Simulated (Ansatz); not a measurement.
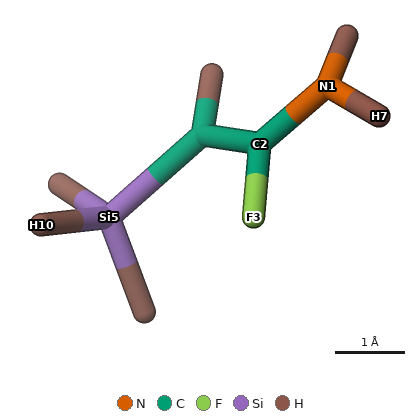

Figure 1. The structure (stick view, seen at a tilt; atoms are numbered from 1 in the order of the input). Bond lengths as drawn: C–C 1.33 Å, C–F 1.34 Å, C–H 1.08 Å, C–N 1.36 Å, C–Si 1.84 Å, H–N 1.01 Å and H–Si 1.49 Å.

**C2H6FNSi: single-point calculation**

C2H6FNSi, SMILES NC(F)=C[SiH3], computed with RKS r2SCAN-D4/def2-TZVPP (Ansatz 0.2.0).

The geometry comes from this level: PBE0-D4/def2-TZVP. Figures and captions count atoms from 1; the log counts them from 0 in places.

**Log**
```
Functional definition: r2SCAN
  name "r2SCAN"
  cite "Furness, Kaplan, Ning, Perdew & Sun, J. Phys. Chem. Lett. 11, 8208 (2020) doi:10.1021/acs.jpclett.0c02405"
  cite "Furness, Kaplan, Ning, Perdew & Sun, J. Phys. Chem. Lett. 11, 9248 (2020) doi:10.1021/acs.jpclett.0c03077"
  parent r2scan
  parameter k0 = 0.174
  parameter k1 = 0.065
  parameter a1 = 4.9479
  exchange = r2scan_x(k0 = k0, k1 = k1, a1 = a1)
  correlation = r2scan_c
1313 factors; their error is unknown
mean field evaluation 1: about -14244.6568 eV, gradient 7.0e1 eV
mean field evaluation 2: about -14235.2910 eV, gradient 8.9e1 eV
mean field evaluation 4: about -14254.6797 eV, gradient 8.3e0 eV
mean field evaluation 8: about -14254.8074 eV, gradient 2.3e-1 eV
mean field evaluation 16: about -14254.7759 eV, gradient 4.9e-4 eV
mean field -14254.77590540 eV, -523.8533522892 hartree, gradient 5.7e-5 eV, S^2 0.000000; 0 other end points of the search recorded, 0 dependent functions left out
the calculation of the forces begins
reference -14254.77591801 eV, -523.8533527528 hartree; 24, 24 occupied and 226, 226 virtual orbitals, 1313 factors
Total energy: -14254.82834109 eV, -523.8552792653 hartree
Atom 0 at    -1.246588     0.892547    -1.621969 Å, force    -0.044461     0.063966    -0.125705 eV/Å
Atom 1 at    -0.513828     0.111901    -0.776434 Å, force    -0.080411     0.243893     0.060337 eV/Å
Atom 2 at    -0.421697    -1.129376    -1.272897 Å, force     0.029138    -0.354562    -0.144271 eV/Å
Atom 3 at     0.112800     0.426660     0.358020 Å, force     0.159746     0.026154     0.243159 eV/Å
Atom 4 at     1.176948    -0.753185     1.294066 Å, force    -0.003465     0.022485     0.003484 eV/Å
Atom 5 at    -1.545857     1.777778    -1.250956 Å, force    -0.017031     0.012197     0.011189 eV/Å
Atom 6 at    -1.940399     0.408956    -2.169054 Å, force    -0.023960    -0.001852    -0.014143 eV/Å
Atom 7 at    -0.017879     1.441030     0.718248 Å, force    -0.012045     0.002023    -0.014881 eV/Å
Atom 8 at     1.704043    -0.042953     2.489896 Å, force    -0.008645    -0.021414    -0.025463 eV/Å
Atom 9 at     2.333309    -1.239643     0.492349 Å, force    -0.017907    -0.004154     0.015813 eV/Å
Atom 10 at     0.424349    -1.950617     1.759329 Å, force     0.019041     0.011265    -0.009517 eV/Å
Dipole moment:    -0.529796     0.423374    -0.258967 e Å
```

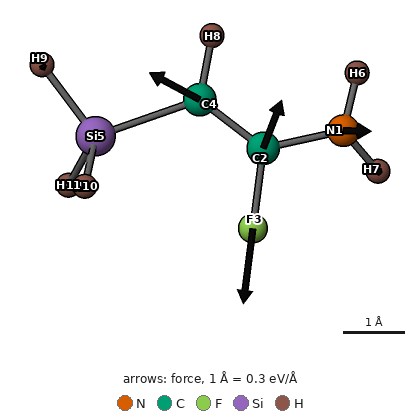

Figure 2. Forces on the atoms as black arrows (ball-and-stick view, seen at a tilt; atoms are numbered from 1 in the order of the input); the smallest are left out. The largest act on F3 (0.38 eV/Å); C4 (0.29 eV/Å); C2 (0.26 eV/Å); N1 (0.15 eV/Å). The geometry is not a stationary point of this energy.

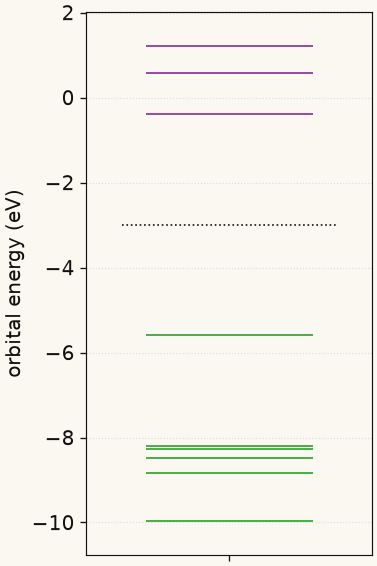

Figure 3. Orbital energies near the frontier; the dotted line parts filled from empty levels, and levels within 0.02 eV of each other stand side by side. Highest filled −5.59 eV, lowest empty −0.39 eV, 5.20 eV apart.

This output came from the following input.

**Input file**
```yaml
crystal:
  periodic: [false, false, false]
  atoms:
    - {symbol: N, position_ang: [-1.246588, 0.892547, -1.621969]}
    - {symbol: C, position_ang: [-0.513828, 0.111901, -0.776434]}
    - {symbol: F, position_ang: [-0.421697, -1.129376, -1.272897]}
    - {symbol: C, position_ang: [0.112800, 0.426660, 0.358020]}
    - {symbol: Si, position_ang: [1.176948, -0.753185, 1.294066]}
    - {symbol: H, position_ang: [-1.545857, 1.777778, -1.250956]}
    - {symbol: H, position_ang: [-1.940399, 0.408956, -2.169054]}
    - {symbol: H, position_ang: [-0.017879, 1.441030, 0.718248]}
    - {symbol: H, position_ang: [1.704043, -0.042953, 2.489896]}
    - {symbol: H, position_ang: [2.333309, -1.239643, 0.492349]}
    - {symbol: H, position_ang: [0.424349, -1.950617, 1.759329]}
basis:
  gaussian: {orbitals: def2-TZVPP}
hamiltonian: {xc: r2scan, dispersion: d4}
output: {forces: true, orbitals: {seedname: orbitals}}
```

Launched with:
```bash
ansatz run in.yaml --threads 4 --pin off --events-out ev --progress --plain --max-ram 10444MiB
```

**Results in brief**

| quantity | value |
| --- | --- |
| outcome | converged |
| total energy | −14254.8283 eV |
| mean-field energy | −14254.7759 eV |
| dispersion energy | −0.0524 eV |
| SCF solution under orbital rotations | stable |
| HOMO | −5.59 eV |
| LUMO | −0.39 eV |
| largest force (length of the vector) | 0.384 eV/Å |
| dipole moment | 3.49 D |
| hardware | 4 threads of Arm Neoverse V1, 23 GiB of memory available, shared host |
| wall time | 4.6 s (CPU time 17 s) |
| peak memory | 0.33 GiB |
